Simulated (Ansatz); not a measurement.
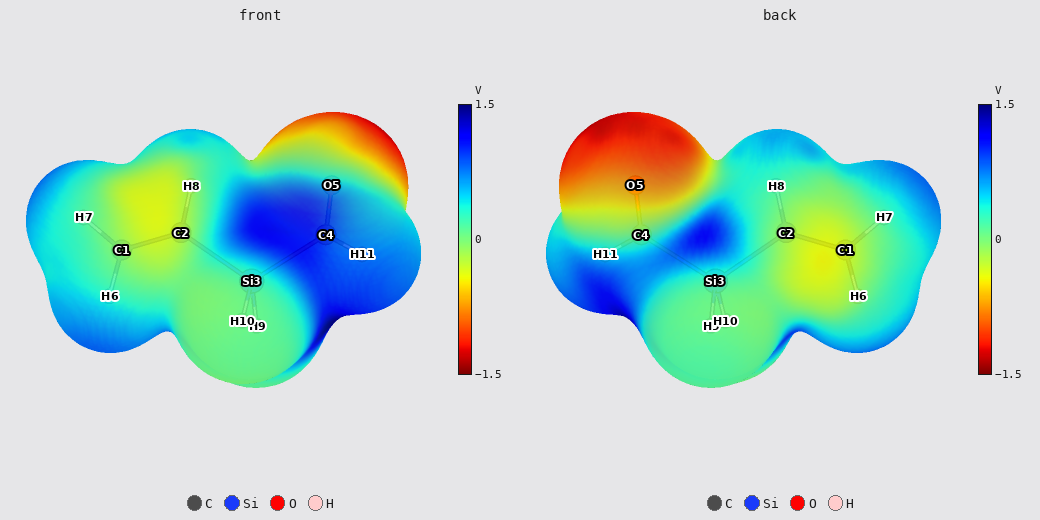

*C₃H₆OSi (SMILES C=C[SiH2]C=O). The electrostatic potential painted on the density surface at 0.002 e/bohr³, seen from the front and from behind; the colour scale runs from red (negative) to blue (positive).*

Not at a stationary point (largest force 1.6 eV/Å).

Level of theory: SCF revpbe, Gaussian basis (Ansatz).

Input

```
crystal:
  periodic: [false, false, false]
  atoms:
    - { symbol: C, position_ang: [-1.6726, -0.1936, 1.3665] }
    - { symbol: C, position_ang: [-0.4082, -0.202, 0.9238] }
    - { symbol: Si, position_ang: [0.1956, 0.4654, -0.6847] }
    - { symbol: C, position_ang: [1.8338, -0.2544, -1.2408] }
    - { symbol: O, position_ang: [2.6727, -0.5658, -0.4062] }
    - { symbol: H, position_ang: [-2.4932, 0.226, 0.7906] }
    - { symbol: H, position_ang: [-1.9181, -0.6152, 2.3378] }
    - { symbol: H, position_ang: [0.3794, -0.6314, 1.5362] }
    - { symbol: H, position_ang: [0.2754, 1.9477, -0.5823] }
    - { symbol: H, position_ang: [-0.844, 0.1947, -1.7158] }
    - { symbol: H, position_ang: [1.9791, -0.3713, -2.3252] }
basis:
  gaussian:
    orbitals: def2-SVP
hamiltonian:
  xc: revpbe
output:
  orbitals: {}
  forces: true
```

Command:

```sh
python c3h6osi_methods.py
```

Where is the surface potential most negative and most positive?

Answer. The most negative region (about −1.3 V) lies over O5, the most positive (about +1.4 V) over Si3. O5 is the likeliest acceptor of a hydrogen bond.
